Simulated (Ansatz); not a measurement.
**Single-point calculation, with input and output: SnO$_{2}$ (part 1 of 2)**

SnO$_{2}$ (slab, 24 atoms in the cell), computed with DFT PBE+D3(BJ), scalar-relativistic, plane waves, PAW, no spin polarisation (Ansatz 0.2.0).

The structure derives from an entry of the Crystallography Open Database. It belongs to a series of runs on one base structure; here: the slab at its places in the relaxed adsorbed structure. Figures and captions count atoms from 1; the log counts them from 0 in places.

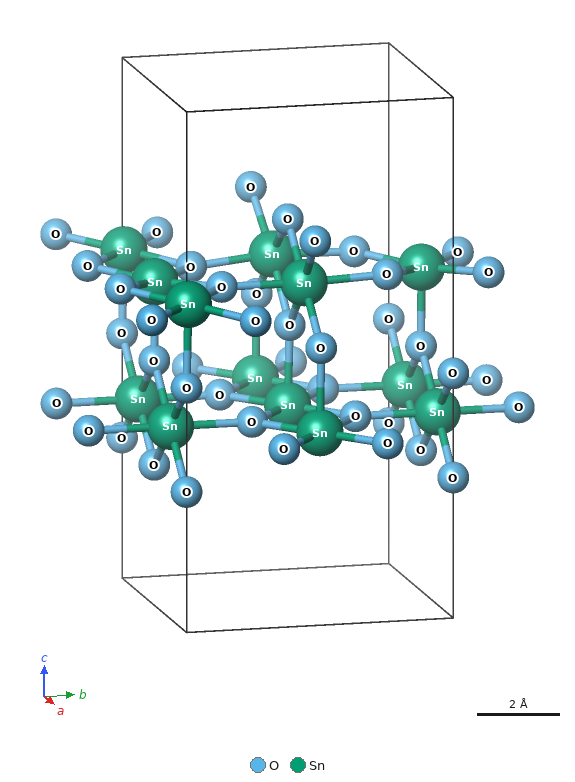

**Figure 1.** The structure as given in the input (ball-and-stick view of the cell of the calculation, with the vacuum cut short, seen slightly off an axis; bonded neighbours outside the cell are drawn too). An atom can appear more than once, as a periodic image. Near neighbours in the periodic cell (some may lie outside the picture): O has 2 Sn at 1.99 to 2.17 Å; Sn has 5 O at 1.99 to 2.13 Å; Sn has 6 O at 1.99 to 2.17 Å; O has 3 Sn at 1.99 to 2.16 Å.

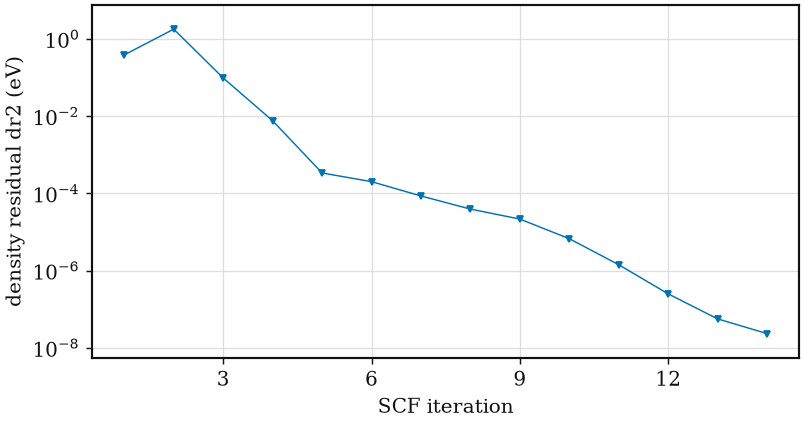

**Figure 2.** Convergence of the self-consistent field: density residual dr2 against the SCF iteration. The residual comes down, with one marked jump up, by a factor of about 5, at step 2.

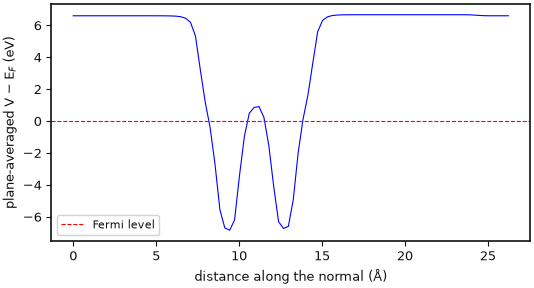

**Figure 3.** Plane average of the electrostatic potential energy of an electron across the cell, from the Fermi level. The vacuum level lies 6.67 eV above the Fermi level on the upper side and 6.60 eV on the lower.

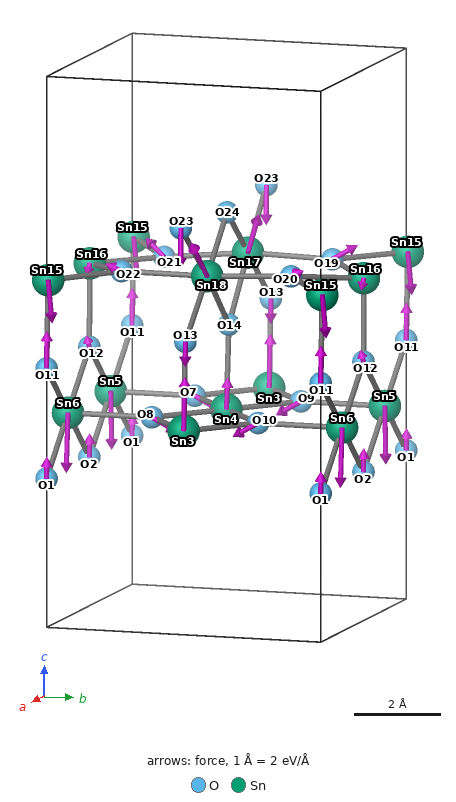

**Figure 4.** Forces on the atoms as pink arrows (ball-and-stick view of the cell of the calculation, with the vacuum cut short, seen slightly off an axis; atoms are numbered from 1 in the order of the input); the smallest are left out. The largest act on Sn6 (2.87 eV/Å); Sn5 (2.84 eV/Å); Sn3 (2.60 eV/Å); Sn18 (2.58 eV/Å), among others. The geometry is not a stationary point of this energy.

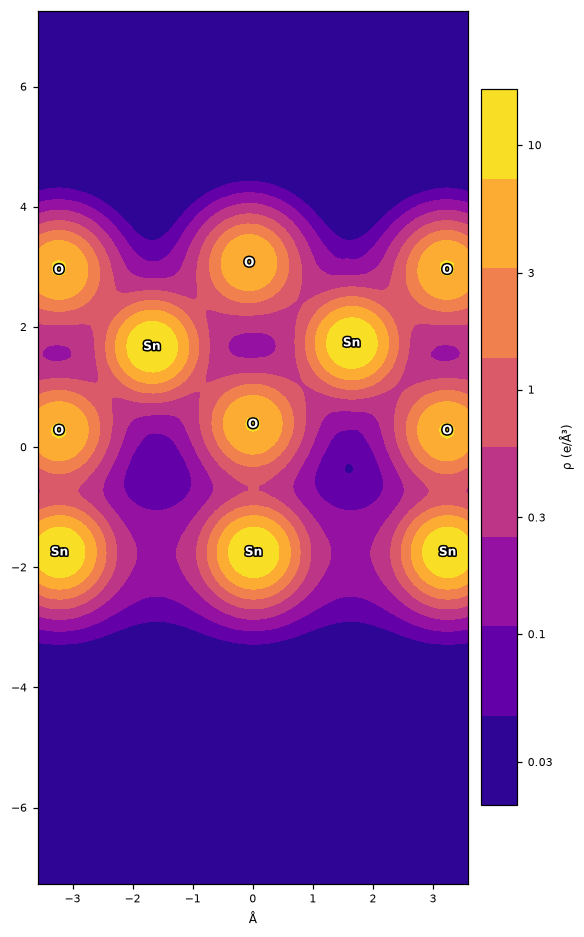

**Figure 5.** Valence charge density (pseudo) on the (010) plane of the calculation cell, a cut from vacuum to vacuum. Sn–O (1.99 Å): the density is about 0.8 e/Å³ at the midpoint. Sn–O (2.13 Å): ρ is about 0.58 e/Å³ halfway. Sn–O (2.16 Å): ρ at the midpoint is about 0.54 e/Å³. The density dies away to nearly zero in the vacuum. The fields are those of the smooth PAW valence density.

These pictures come from the run below.

### Input
```yaml
crystal:
  lattice:
    - [6.4600898524, 0.0, 0.0]
    - [0.0, 6.778869553, 0.0]
    - [0.0, 0.0, 26.5339814121]
  atoms:
    - { symbol: O, position: [0.0, 0.0, 0.3015001735] }
    - { symbol: O, position: [0.5, 0.0, 0.3015001735] }
    - { symbol: Sn, position: [0.0, 0.5, 0.3510092652] }
    - { symbol: Sn, position: [0.5, 0.5, 0.3510092652] }
    - { symbol: Sn, position: [0.25, 0.0, 0.3510092652] }
    - { symbol: Sn, position: [0.75, 0.0, 0.3510092652] }
    - { symbol: O, position: [0.25, 0.3062105625, 0.3510092652] }
    - { symbol: O, position: [0.75, 0.3062105625, 0.3510092652] }
    - { symbol: O, position: [0.25, 0.6937894375, 0.3510092652] }
    - { symbol: O, position: [0.75, 0.6937894375, 0.3510092652] }
    - { symbol: O, position: [0.0, 0.0, 0.4005183568] }
    - { symbol: O, position: [0.5, 0.0, 0.4005183568] }
    - { symbol: O, position: [-0.0025496566, 0.5054408462, 0.4311069662] }
    - { symbol: O, position: [0.4977755269, 0.5081721497, 0.4271242983] }
    - { symbol: Sn, position: [0.0020623241, 0.0063705183, 0.4799368183] }
    - { symbol: Sn, position: [0.4999099339, 0.0014251802, 0.4754935006] }
    - { symbol: Sn, position: [0.2525965847, 0.5016546362, 0.4822317684] }
    - { symbol: Sn, position: [0.7380998455, 0.5042723174, 0.4799653606] }
    - { symbol: O, position: [0.2527095906, 0.8094197923, 0.4803309673] }
    - { symbol: O, position: [0.7486845568, 0.813512772, 0.484281507] }
    - { symbol: O, position: [0.2567555899, 0.1968864133, 0.4744748521] }
    - { symbol: O, position: [0.7448438186, 0.1938735563, 0.4805946802] }
    - { symbol: O, position: [-0.0122179963, 0.485820979, 0.5324541245] }
    - { symbol: O, position: [0.4976392976, 0.5011133977, 0.5279047884] }
basis:
  ecutwfc: 420
kpoints:
  mp_grid: { grid: [3, 2, 1] }
hamiltonian:
  xc: pbe
  dispersion: d3bj
scf:
  occupations: { method: gaussian, width: 0.05 }
output:
  forces: true
  eigenvalues: true
  write_density: true
  volumetric_format: npy
efield:
  axis: 3
  dipole_correction: true
  ramp_width: 0.04
```

Launched with:
```bash
ansatz run input.yaml --threads 4 --pin off --max-ram 10240MiB --backend cpu --events-out ev --progress --plain --runs-dir out
```

### Log
```
Engine: ansatz 0.2.0, aarch64-unknown-linux-gnu
Pseudopotentials: kind: paw
Pseudopotential: O, paw, valence charge 6, recommended cutoff 420 eV (normal), O.paw.azcp
Pseudopotential: Sn, paw, valence charge 14, recommended cutoff 420 eV (normal), Sn.paw.azcp
Functional definition: PBE
  parameter kappa = 0.804
  parameter beta = 0.06672455060314922
  exchange = pbe_x(kappa = kappa, mu = beta*pi^2/3)
  correlation = pbe_c(beta = beta)
Crystal: 24 atoms, lattice volume = 1161.979 Å³
Basis set: ecut = 420 eV, 22707 PW (Γ), exchange–correlation on 90×96×360 points (8 copies of the dense FFT grid, shifted against one another)
Bands: 128, of which v1, the nominal top of the filled ones, is band 104 counted from 1 (103 counted from 0)
Symmetry: 1 space group operations
Space group: P1 (ITA 1), of the structure as read, at distance tolerance 1.1e-4 Å
k-points: 4 of 6 (time reversal used)
Non-local potential: O, projectors of the file, l = 0: 2, l = 1: 2, l = 2: 1
Non-local potential: Sn, projectors of the file, l = 0: 2, l = 1: 2, l = 2: 2, l = 3: 2
PAW form: soft (Blöchl's): semilocal exchange-correlation on the pseudo side does not see the compensation charge
PAW one-centre angular grid: O, 110 points (default); XC on 64 Gauss nodes
PAW one-centre angular grid: Sn, 590 points (default); XC on 64 Gauss nodes
Initial density: superposition of atomic densities (neutral atoms: chi_scale 0, normalization atom), corrected by the library's trained network
Initial wavefunctions: pseudopotential atomic-orbital guess
Functional: x = pbe(κ = 0.804, μ = 0.2195149727645171), c = pbe(β = 0.06672455060314922)
```
